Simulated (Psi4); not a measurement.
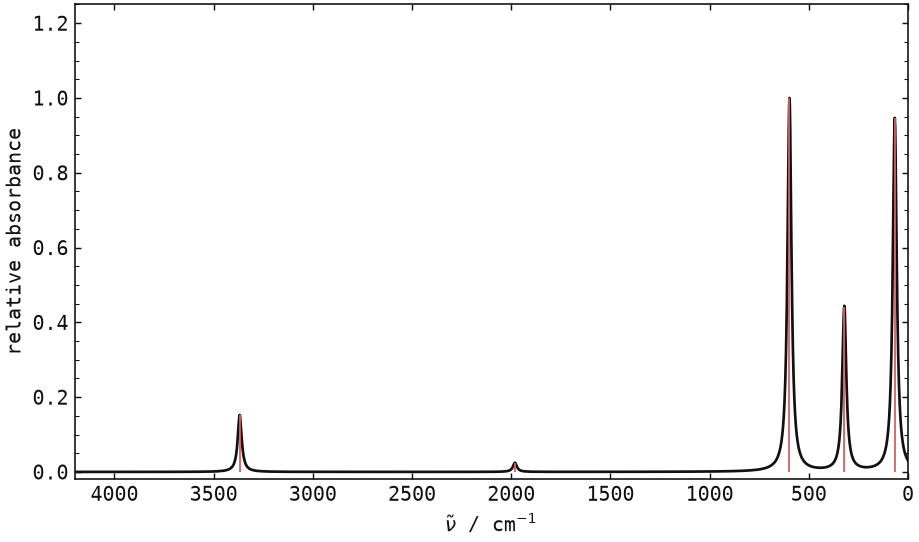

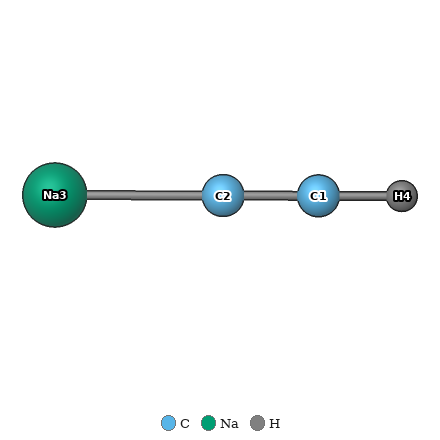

Infrared spectrum of C₂HNa, SMILES C#[C][Na], singlet. Unscaled harmonic wavenumbers and double-harmonic intensities, SVWN-RPA/aug-cc-pVDZ, Psi4 1.11, at a geometry relaxed at this level, isolated molecule. Modes within 2 cm⁻¹ of each other count as one line, with their intensities summed. Lorentzian lines of 24 cm⁻¹ full width. Close modes add up in the curve.

> Which lines are the most intense?

597.6 cm⁻¹ (134.1 km/mol), 66.8 cm⁻¹ (126.9 km/mol) and 321.2 cm⁻¹ (59.2 km/mol).

> List the modes.

| cm⁻¹ | km/mol |
| --- | --- |
| 66.8 (×2) | 126.9 |
| 321.2 | 59.2 |
| 597.6 (×2) | 134.1 |
| 1981.6 | 3.3 |
| 3368.7 | 20.5 |

Caveats: double-zeta basis.
